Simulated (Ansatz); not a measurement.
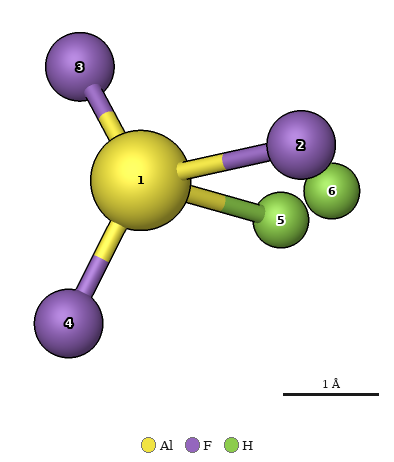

*The structure as given in the input (ball-and-stick view, seen at a tilt; atoms are numbered from 1 in the order of the input). Sticks mark near contacts.*

**Geometry relaxation, with input and output: AlH$_{2}$F$_{3}$**

AlH$_{2}$F$_{3}$, computed with RKS B3LYP/def2-SVP (Ansatz 0.2.0).

The input holds or restrains some coordinates. It belongs to a series of runs on one base structure; here: pulled along the bonds that form and break, towards end A. Figures and captions count atoms from 1; the log counts them from 0 in places.

## What the program printed
```
The last accepted step is kept in [file] (removed where the run ends without a failure and the disk answers)
Engine: ansatz 0.2.0, x86_64-unknown-linux-gnu
Functional definition: B3LYP
  parameter a0 = 0.2
  parameter ax = 0.72
  parameter ac = 0.81
  exchange = (1 - a0 - ax)*slater_x + ax*b88_x + a0*exact_x
  correlation = (1 - ac)*vwn_rpa_c + ac*lyp_c
690 factors; integrals over basis functions are off by at most 3.9e-4 eV
mean field evaluation 1: about -14770.0866 eV, gradient 5.8e1 eV
mean field evaluation 2: about -14755.7638 eV, gradient 1.1e2 eV
mean field evaluation 4: about -14775.4274 eV, gradient 5.2e0 eV
mean field evaluation 8: about -14775.4799 eV, gradient 4.1e-2 eV
mean field -14775.47994660 eV, -542.9888728576 hartree, gradient 1.4e-5 eV, S^2 0.000000; 0 other end points of the search recorded, 0 dependent functions left out
the calculation of the forces begins
reference -14775.48017052 eV, -542.9888810864 hartree; 21, 21 occupied and 49, 49 virtual orbitals, 690 factors
relax step   1: F+E_penalty+E_count = -14775.47994660 eV  Δ(F+E_penalty+E_count) = +0.000e0 eV  max|allowed force component| = 2.853e0 eV/Å  E_restraint = 23.69446004 eV  max|allowed force component, restraints' pulls added| = 2.476e1 eV/Å  Δτ_max = 0.0000 Å  (24 SCF iters, accepted)
  distance Al 0 - H 4 = 1.8600 Å
  distance H 5 - F 1 = 1.4147 Å
  distance Al 0 - F 1 = 2.0400 Å
  distance H 5 - H 4 = 1.0469 Å
these checks for a lower state are left out or cut short: starts, cluster_reference, orbital_swaps, neighbouring_geometries, increment
690 factors; integrals over basis functions are off by at most 4.1e-4 eV
mean field evaluation 16: about -14775.4966 eV, gradient 1.1e1 eV
mean field -14776.10828526 eV, -543.0119638773 hartree, gradient 9.0e-6 eV, S^2 0.000000; 0 other end points of the search recorded, 0 dependent functions left out
the calculation of the forces begins
reference -14776.10850906 eV, -543.0119721017 hartree; 21, 21 occupied and 49, 49 virtual orbitals, 690 factors
relax step   2: F+E_penalty+E_count = -14776.10828526 eV  Δ(F+E_penalty+E_count) = -6.283e-1 eV  max|allowed force component| = 3.625e0 eV/Å  E_restraint = 9.76522999 eV  max|allowed force component, restraints' pulls added| = 1.705e1 eV/Å  Δτ_max = 0.1949 Å  (32 SCF iters, accepted)
  distance Al 0 - H 4 = 2.1780 Å
  distance H 5 - F 1 = 1.6613 Å
  distance Al 0 - F 1 = 1.9483 Å
  distance H 5 - H 4 = 0.8475 Å
these checks for a lower state are left out or cut short: starts, cluster_reference, orbital_swaps, neighbouring_geometries, increment
690 factors; integrals over basis functions are off by at most 4.0e-4 eV
mean field -14776.64117678 eV, -543.0315472795 hartree, gradient 9.1e-6 eV, S^2 0.000000; 0 other end points of the search recorded, 0 dependent functions left out
the calculation of the forces begins
reference -14776.64139670 eV, -543.0315553613 hartree; 21, 21 occupied and 49, 49 virtual orbitals, 690 factors
relax step   3: F+E_penalty+E_count = -14776.64117678 eV  Δ(F+E_penalty+E_count) = -5.329e-1 eV  max|allowed force component| = 3.044e0 eV/Å  E_restraint = 1.81890021 eV  max|allowed force component, restraints' pulls added| = 8.983e0 eV/Å  Δτ_max = 0.1946 Å  (31 SCF iters, accepted)
  distance Al 0 - H 4 = 2.4674 Å
  distance H 5 - F 1 = 1.9742 Å
  distance Al 0 - F 1 = 1.7991 Å
  distance H 5 - H 4 = 0.7097 Å
these checks for a lower state are left out or cut short: starts, cluster_reference, orbital_swaps, neighbouring_geometries, increment
690 factors; integrals over basis functions are off by at most 3.9e-4 eV
mean field evaluation 32: about -14776.9854 eV, gradient 7.5e0 eV
mean field -14777.11127025 eV, -543.0488228959 hartree, gradient 1.5e-5 eV, S^2 0.000000; 0 other end points of the search recorded, 0 dependent functions left out
the calculation of the forces begins
reference -14777.11149165 eV, -543.0488310322 hartree; 21, 21 occupied and 49, 49 virtual orbitals, 690 factors
relax step   4: F+E_penalty+E_count = -14777.11127025 eV  Δ(F+E_penalty+E_count) = -4.701e-1 eV  max|allowed force component| = 1.512e0 eV/Å  E_restraint = 0.11869537 eV  max|allowed force component, restraints' pulls added| = 2.249e0 eV/Å  Δτ_max = 0.1981 Å  (25 SCF iters, accepted)
  distance Al 0 - H 4 = 2.6934 Å
  distance H 5 - F 1 = 2.1374 Å
  distance Al 0 - F 1 = 1.6684 Å
  distance H 5 - H 4 = 0.7121 Å
these checks for a lower state are left out or cut short: starts, cluster_reference, orbital_swaps, neighbouring_geometries, increment
690 factors; integrals over basis functions are off by at most 3.7e-4 eV
mean field -14777.23785517 eV, -543.0534748060 hartree, gradient 8.8e-6 eV, S^2 0.000000; 0 other end points of the search recorded, 0 dependent functions left out
the calculation of the forces begins
reference -14777.23807921 eV, -543.0534830392 hartree; 21, 21 occupied and 49, 49 virtual orbitals, 690 factors
relax step   5: F+E_penalty+E_count = -14777.23785517 eV  Δ(F+E_penalty+E_count) = -1.266e-1 eV  max|allowed force component| = 7.260e-1 eV/Å  E_restraint = 0.12503377 eV  max|allowed force component, restraints' pulls added| = 1.117e0 eV/Å  Δτ_max = 0.2000 Å  (26 SCF iters, accepted)
  distance Al 0 - H 4 = 2.7268 Å
  distance H 5 - F 1 = 2.1448 Å
  distance Al 0 - F 1 = 1.6700 Å
  distance H 5 - H 4 = 0.7389 Å
these checks for a lower state are left out or cut short: starts, cluster_reference, orbital_swaps, neighbouring_geometries, increment
690 factors; integrals over basis functions are off by at most 4.2e-4 eV
mean field -14777.23583585 eV, -543.0534005973 hartree, gradient 3.9e-6 eV, S^2 0.000000; 0 other end points of the search recorded, 0 dependent functions left out
the calculation of the forces begins
reference -14777.23605982 eV, -543.0534088279 hartree; 21, 21 occupied and 49, 49 virtual orbitals, 690 factors
relax step   6: F+E_penalty+E_count = -14777.23583585 eV  Δ(F+E_penalty+E_count) = +2.019e-3 eV  max|allowed force component| = 7.217e-1 eV/Å  E_restraint = 0.23152102 eV  max|allowed force component, restraints' pulls added| = 3.115e0 eV/Å  Δτ_max = 0.1949 Å  (26 SCF iters, rejected (line search))
  distance Al 0 - H 4 = 2.7497 Å
  distance H 5 - F 1 = 2.1324 Å
  distance Al 0 - F 1 = 1.6773 Å
  distance H 5 - H 4 = 0.7825 Å
these checks for a lower state are left out or cut short: starts, cluster_reference, orbital_swaps, neighbouring_geometries, increment
690 factors; integrals over basis functions are off by at most 4.0e-4 eV
mean field -14777.24551533 eV, -543.0537563118 hartree, gradient 7.8e-6 eV, S^2 0.000000; 0 other end points of the search recorded, 0 dependent functions left out
the calculation of the forces begins
reference -14777.24573869 eV, -543.0537645200 hartree; 21, 21 occupied and 49, 49 virtual orbitals, 690 factors
relax step   7: F+E_penalty+E_count = -14777.24551533 eV  Δ(F+E_penalty+E_count) = -7.660e-3 eV  max|allowed force component| = 1.211e0 eV/Å  E_restraint = 0.07074279 eV  max|allowed force component, restraints' pulls added| = 2.558e-1 eV/Å  Δτ_max = 0.0974 Å  (26 SCF iters, accepted)
  distance Al 0 - H 4 = 2.7525 Å
  distance H 5 - F 1 = 2.1293 Å
  distance Al 0 - F 1 = 1.6715 Å
  distance H 5 - H 4 = 0.7250 Å
these checks for a lower state are left out or cut short: starts, cluster_reference, orbital_swaps, neighbouring_geometries, increment
690 factors; integrals over basis functions are off by at most 4.1e-4 eV
mean field evaluation 64: about -14777.2399 eV, gradient 1.4e-4 eV
mean field -14777.23992876 eV, -543.0535510090 hartree, gradient 8.0e-6 eV, S^2 0.000000; 0 other end points of the search recorded, 0 dependent functions left out
the calculation of the forces begins
reference -14777.24015239 eV, -543.0535592273 hartree; 21, 21 occupied and 49, 49 virtual orbitals, 690 factors
relax step   8: F+E_penalty+E_count = -14777.23992876 eV  Δ(F+E_penalty+E_count) = +5.587e-3 eV  max|allowed force component| = 1.352e0 eV/Å  E_restraint = 0.06179664 eV  max|allowed force component, restraints' pulls added| = 2.437e-2 eV/Å  Δτ_max = 0.0360 Å  (26 SCF iters, accepted)
```

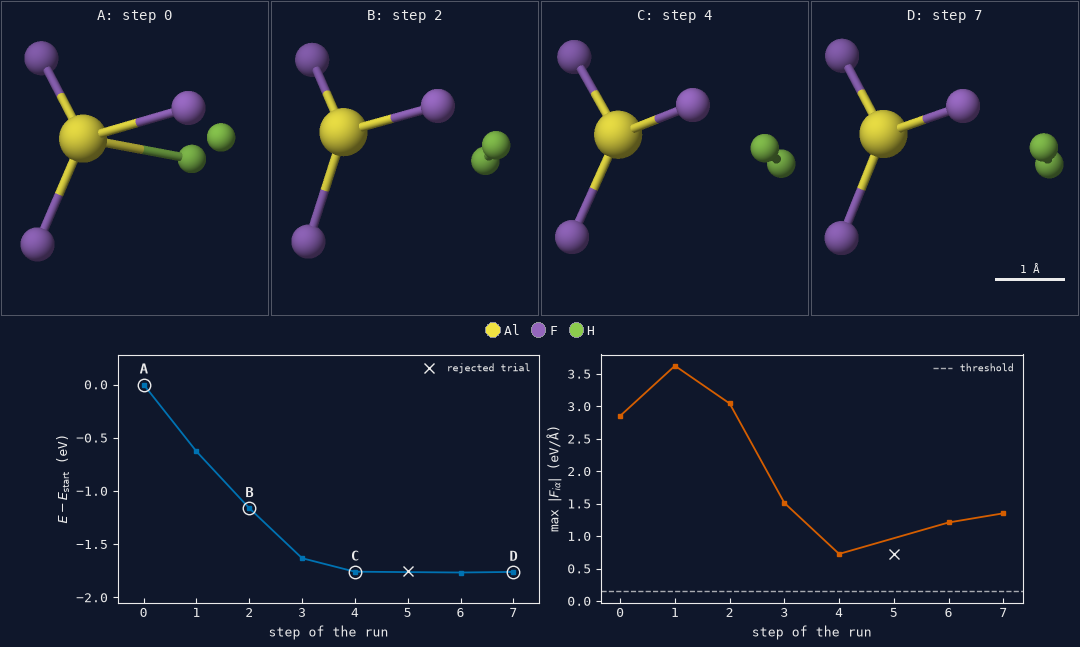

*Frames of the restrained relaxation (ball-and-stick view, seen at a tilt) above the curves, on which the letters mark them (the first geometry is step 0 here and step 1 in the log).*

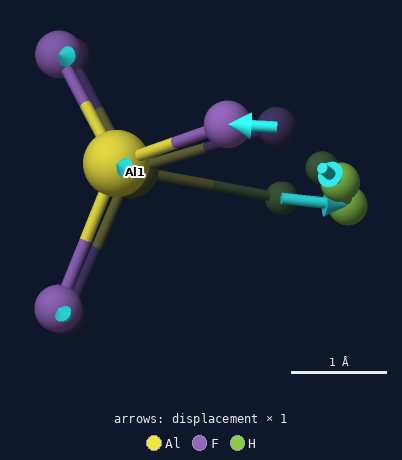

*Start (faint) and end (solid) with the displacements as teal arrows, at true length (ball-and-stick view, seen at a tilt). The two geometries are laid on each other by the best rigid fit.*

The atom that moves furthest after the best rigid fit is H5 (0.72 Å). By element the largest moves are H 0.72 Å, F 0.52 Å, Al 0.22 Å. Among the contacts that change: Al1–H5 1.860 → 2.755 Å, Al1–F2 2.040 → 1.672 Å, H5–H6 1.047 → 0.721 Å, Al1–F3 1.690 → 1.646 Å. New bonds form: H5–H6 (1.05 → 0.72 Å). The energy falls by 1.760 eV in 7 geometry steps. The largest force component goes from 2.9 to 1.4 eV/Å. The line search rejected the trial step at point 5 (counted from 0) and went back. (Atoms are counted from 1 in the order of the input.)

```
  distance Al 0 - H 4 = 2.7546 Å
  distance H 5 - F 1 = 2.1284 Å
  distance Al 0 - F 1 = 1.6715 Å
  distance H 5 - H 4 = 0.7206 Å
690 factors; integrals over basis functions are off by at most 4.1e-4 eV
mean field -14777.23992876 eV, -543.0535510090 hartree, gradient 8.0e-6 eV, S^2 0.000000; 1 other end points of the search recorded, 0 dependent functions left out
the calculation of the forces begins
reference -14777.24015239 eV, -543.0535592273 hartree; 21, 21 occupied and 49, 49 virtual orbitals, 690 factors
Total energy: -14777.24015239 eV, -543.0535592273 hartree
Atom 0 at    -0.000144     0.228904     0.015090 Å, force     0.006005    -0.100992     0.627446 eV/Å
Atom 1 at     0.003626     0.351487     1.682111 Å, force    -0.006645     0.196562    -0.535784 eV/Å
Atom 2 at     1.422325     0.254351    -0.813275 Å, force     0.006151    -0.002355     0.001164 eV/Å
Atom 3 at    -1.429636     0.186561    -0.800360 Å, force    -0.006834    -0.004024    -0.000169 eV/Å
Atom 4 at     0.077877    -2.347340     0.986985 Å, force     0.035685    -1.351709    -1.102039 eV/Å
Atom 5 at     0.061852    -1.757463     1.400648 Å, force    -0.034362     1.262518     1.009382 eV/Å
Dipole moment:     0.002916    -0.092052     0.027416 e Å
```

## Trajectory as extended XYZ (Å, eV, eV/Å), 8 frames, from step=1 to step=8
```
6
Properties=species:S:1:pos:R:3:forces:R:3 step=1 energy=-14775.47995
Al    0.0000    0.0000    0.0000    0.0705  -1.7425   1.8311
F     0.0000    0.0000    2.0400    0.0003   0.2930  -2.8532
F     1.4635    0.0000   -0.8450   -0.9731   0.5704   0.7242
F    -1.4635    0.0000   -0.8450    0.9779   0.5046   0.7714
H     0.0777   -1.7634    0.5865   -0.0618   0.4713   1.8226
H     0.0582   -1.3201    1.5347   -0.0139  -0.0970  -2.2960
6
Properties=species:S:1:pos:R:3:forces:R:3 step=2 energy=-14776.10829
Al   -0.0041    0.1538    0.0304    0.1332  -1.8125   2.4698
F    -0.0048    0.1130    1.9783   -0.0341   1.1900  -3.6250
F     1.4513    0.0071   -0.8342   -1.2267   0.5759   0.8733
F    -1.4540    0.0063   -0.8352    1.1343   0.5345   0.8487
H     0.0839   -1.9132    0.7111   -0.0332   0.5385   1.0962
H     0.0637   -1.4505    1.4208    0.0266  -1.0264  -1.6629
6
Properties=species:S:1:pos:R:3:forces:R:3 step=3 energy=-14776.64118
Al   -0.0084    0.3034    0.0756    0.1706  -2.1043   1.2785
F    -0.0109    0.2690    1.8744   -0.0176   0.9391  -3.0441
F     1.4255    0.0187   -0.8130   -1.3383   0.7729   1.0259
F    -1.4314    0.0172   -0.8157    1.1837   0.7310   0.9557
H     0.0897   -2.0564    0.7894    0.0664  -1.4714  -1.8955
H     0.0714   -1.6354    1.3605   -0.0648   1.1327   1.6794
6
Properties=species:S:1:pos:R:3:forces:R:3 step=4 energy=-14777.11127
Al   -0.0097    0.3342    0.0771    0.0773  -1.3261  -0.0865
F    -0.0124    0.3720    1.7451   -0.0127   0.5809  -0.4915
F     1.3885    0.0913   -0.7877   -0.2300   0.4565   0.3343
F    -1.4015    0.0869   -0.7928    0.1679   0.4352   0.3109
H     0.0974   -2.2388    0.8664    0.0690  -1.4596  -1.5117
H     0.0735   -1.7292    1.3632   -0.0715   1.3131   1.4446
6
Properties=species:S:1:pos:R:3:forces:R:3 step=5 energy=-14777.23785
Al   -0.0050    0.1738    0.0550    0.0052   0.2693   0.3786
F    -0.0024    0.4078    1.7085   -0.0153  -0.0003  -0.4930
F     1.4052    0.2219   -0.7935    0.0756  -0.0960   0.0436
F    -1.4178    0.1854   -0.7917   -0.0616  -0.1057   0.0652
H     0.0933   -2.3788    1.0092    0.0283  -0.7260  -0.5982
H     0.0627   -1.6935    1.2837   -0.0322   0.6586   0.6039
6
Properties=species:S:1:pos:R:3:forces:R:3 step=6 energy=-14777.23584 accepted=F
Al   -0.0064    0.2923    0.0302    0.0039  -0.6910   0.5593
F    -0.0035    0.3510    1.7065   -0.0172   0.4046  -0.7217
F     1.4060    0.1932   -0.8184   -0.0548   0.1968   0.1323
F    -1.4182    0.1593   -0.8161    0.0687   0.1939   0.1524
H     0.0903   -2.3129    0.9047   -0.0189   0.4174   0.3881
H     0.0677   -1.7664    1.4643    0.0183  -0.5217  -0.5105
6
Properties=species:S:1:pos:R:3:forces:R:3 step=7 energy=-14777.24552
Al   -0.0018    0.2201    0.0293    0.0038  -0.0517   0.5154
F     0.0016    0.3649    1.6945   -0.0102   0.1568  -0.5462
F     1.4140    0.2418   -0.8121    0.0164  -0.0114   0.0455
F    -1.4233    0.1854   -0.8025   -0.0101  -0.0148   0.0525
H     0.0848   -2.3571    0.9921    0.0449  -1.2106  -0.9426
H     0.0605   -1.7387    1.3699   -0.0447   1.1317   0.8754
6
Properties=species:S:1:pos:R:3:forces:R:3 step=8 energy=-14777.23993
Al   -0.0001    0.2289    0.0151    0.0060  -0.1010   0.6274
F     0.0036    0.3515    1.6821   -0.0066   0.1966  -0.5358
F     1.4223    0.2544   -0.8133    0.0062  -0.0024   0.0012
F    -1.4296    0.1866   -0.8004   -0.0068  -0.0040  -0.0002
H     0.0779   -2.3473    0.9870    0.0357  -1.3517  -1.1020
H     0.0619   -1.7575    1.4006   -0.0344   1.2625   1.0094
```

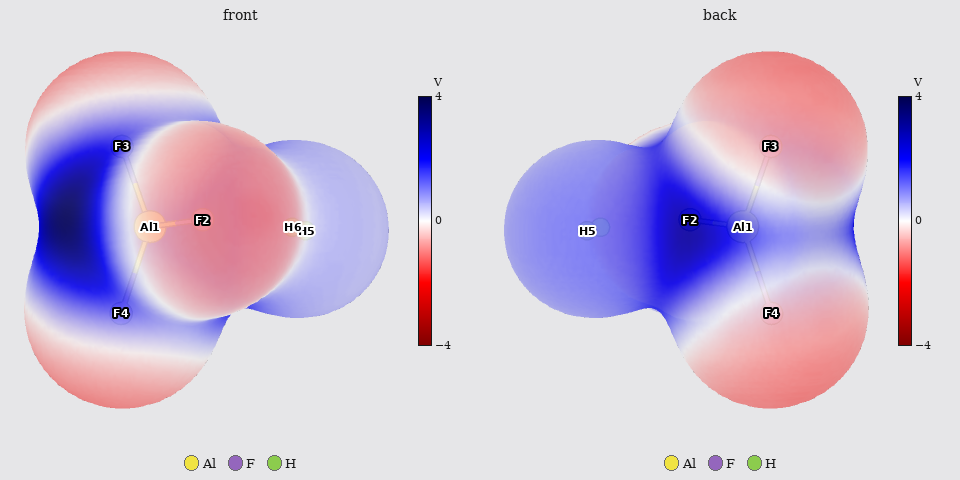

*The molecular electrostatic potential painted on the density surface at 0.001 e/bohr³, seen face on and from behind; the colour scale runs from red (negative) to blue (positive).*

A positive charge is drawn to the negative regions and a negative charge to the positive ones.

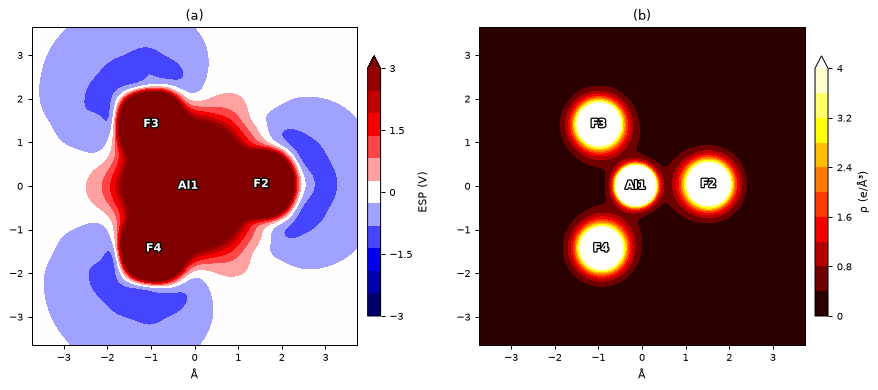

*(a) electrostatic potential; (b) total electron density on the plane of atoms F2, Al1 and F3.*

Atoms in the plane: Al and F. Al–F (1.65 Å): ρ is about 0.84 e/Å³ halfway.

The run was set up as follows.

## Input
```yaml
crystal:
  periodic: [false, false, false]
  atoms:
    - { symbol: Al, position_ang: [0.0, 0.0, 0.0] }
    - { symbol: F, position_ang: [0.0, 0.0, 2.04] }
    - { symbol: F, position_ang: [1.4635, 0.0, -0.845] }
    - { symbol: F, position_ang: [-1.4635, 0.0, -0.845] }
    - { symbol: H, position_ang: [0.0777, -1.7634, 0.5865] }
    - { symbol: H, position_ang: [0.0582, -1.3201, 1.5347] }
basis:
  gaussian: { orbitals: def2-SVP }
hamiltonian:
  xc: b3lyp
relax:
  f_tol: 0.15
  max_steps: 25
  restrain:
    - { distance: [0, 4], at: 2.76, k: 30.0 }
    - { distance: [5, 1], at: 2.12, k: 30.0 }
    - { distance: [0, 1], at: 1.69, k: 30.0 }
    - { distance: [5, 4], at: 0.66, k: 30.0 }
output:
  orbitals: {}
```

Run as:
```bash
ansatz run input.yaml --threads 2 --pin off --max-ram 3072MiB --backend cpu --events-out ev --progress --plain --runs-dir out
```

## Key numbers

- outcome: converged under the restraints of the input
- total energy: −14777.2402 eV
- mean-field energy: −14777.2402 eV
- largest force (length of the vector) at the end, held atoms and coordinates included: 1.744 eV/Å
- hardware: 2 threads of Intel Xeon (Granite Rapids), 64 GiB of memory available, shared host
- wall time: 6 s (CPU time 11 s)
- peak memory: 0.14 GiB
